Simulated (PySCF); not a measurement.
# C$_{6}$H$_{8}$Ge (SMILES C#C[C@H]1C=C[CH2][GeH2]1): what the fields show

```yaml
atoms:
  - { symbol: C, position_ang: [3.0064, -0.3474, 0.3707] }
  - { symbol: C, position_ang: [1.9967, -0.1898, -0.2540] }
  - { symbol: C, position_ang: [0.7548, -0.0273, -0.9719] }
  - { symbol: C, position_ang: [-0.1438, -1.2167, -0.7416] }
  - { symbol: C, position_ang: [-1.3292, -1.0688, -0.1758] }
  - { symbol: C, position_ang: [-1.8255, 0.2850, 0.2387] }
  - { symbol: Ge, position_ang: [-0.3576, 1.5046, -0.3072] }
  - { symbol: H, position_ang: [3.9017, -0.4799, 0.9010] }
  - { symbol: H, position_ang: [0.9844, 0.0655, -2.0394] }
  - { symbol: H, position_ang: [0.2330, -2.1853, -1.0387] }
  - { symbol: H, position_ang: [-1.9782, -1.9155, 0.0040] }
  - { symbol: H, position_ang: [-2.7744, 0.5060, -0.2531] }
  - { symbol: H, position_ang: [-2.0152, 0.3023, 1.3137] }
  - { symbol: H, position_ang: [-0.7357, 2.4913, -1.3844] }
  - { symbol: H, position_ang: [0.2780, 2.2839, 0.8105] }
```

Geometry: GFN2-xTB.

Theory: CAM-B3LYP/def2-SVPD, SCF density, gas phase in PySCF 2.14.0.

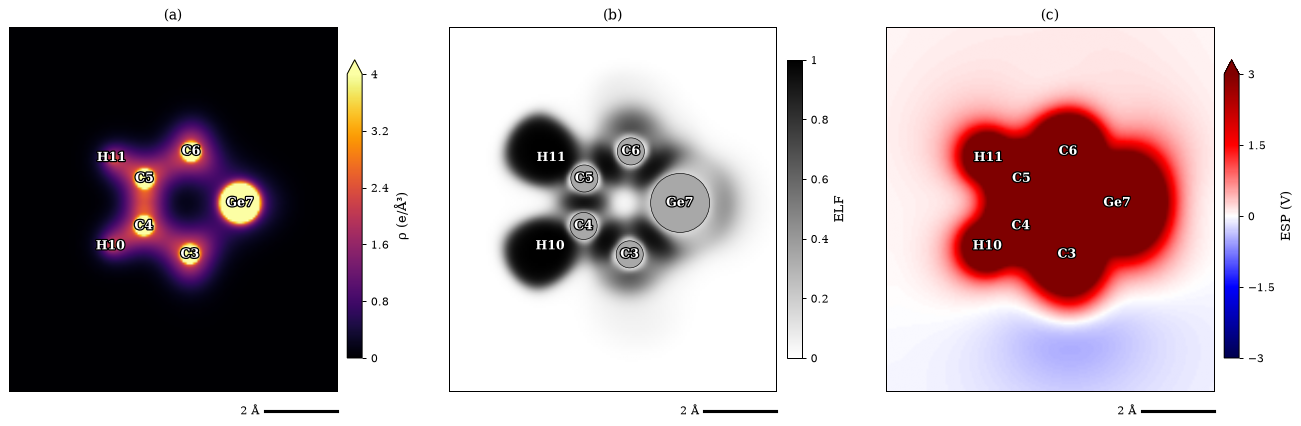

Figure 1. (a) total electron density; (b) ELF; (c) electrostatic potential on the plane of atoms C3, C4 and C5. Grey discs cover the atomic cores in the ELF map.

Question: Read the bonding off the picture.

Answer: Atoms in the plane: C, Ge and H. C–Ge (1.99 Å): ρ at the midpoint is about 0.85 e/Å³; the ELF peaks at about 0.95 in the valence shell of C, 0.7 Å from its nucleus, and is about 0.75 at the midpoint. C–C (1.32 Å): ρ at the midpoint is about 2.4 e/Å³; the ELF peaks at about 0.95 between the atoms: a multiple bond. Outside the dense part of the molecule the potential is most negative (−0.5 V) near C2, which lies off the plane.

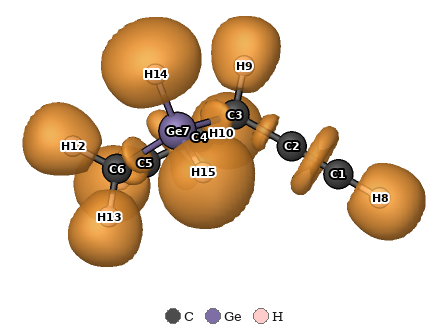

Figure 2. Isosurface of the ELF at 0.85 (orange), seen from one side. Only the valence region is drawn (cores and ρ < 0.01 e/Å³ removed).

Question: Describe the localisation domains.

Answer: At this value the surface marks out five regions between bonded C–C atoms (shared pairs), eight regions around hydrogen nuclei and two lobes of the valence shell of C pointing towards Ge (polar bonds). Along the contacts the grid gives the following. C–C (1.20 Å): the ELF peaks at about 0.85 between the atoms; a multiple bond.

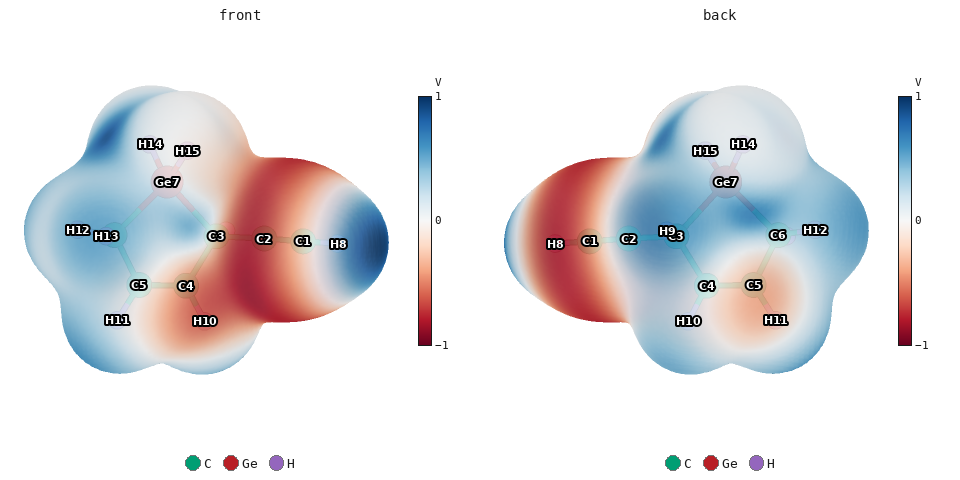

Figure 3. The electrostatic potential painted on the density surface at 0.001 e/bohr³, seen from the front and from behind; red is negative and blue positive.

Question: Describe the electrostatic potential map.

Answer: The most negative region (about −0.8 V) lies over C1 and C2, the most positive (about +1.0 V) over H8.
